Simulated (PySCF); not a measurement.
CH6N (cation, charge +1), SMILES C[NH3+] at its B3LYP/def2-SVP optimised geometry (Å):

```
8

C     -0.2495     0.7078     0.0000
N      0.3132    -0.6899     0.0000
H     -1.3445     0.6430    -0.0007
H      0.1032     1.2258    -0.9003
H      0.1021     1.2253     0.9010
H      0.0132    -1.2258     0.8285
H      1.3445    -0.6899     0.0000
H      0.0132    -1.2258    -0.8285
```

Level of theory: B3LYP/def2-TZVP in PySCF 2.14.0.

Map of the electron localisation function on the plane z = 1.0 Å:

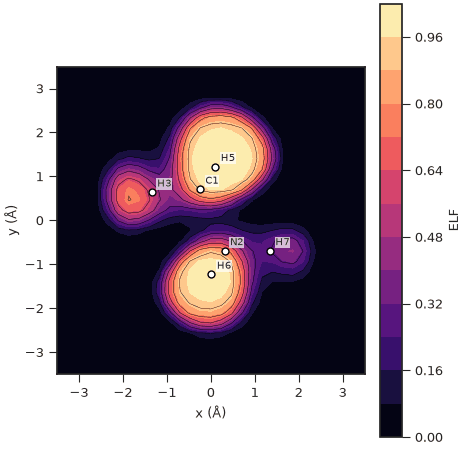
Electron localisation function on the plane z = 1.0 Å.
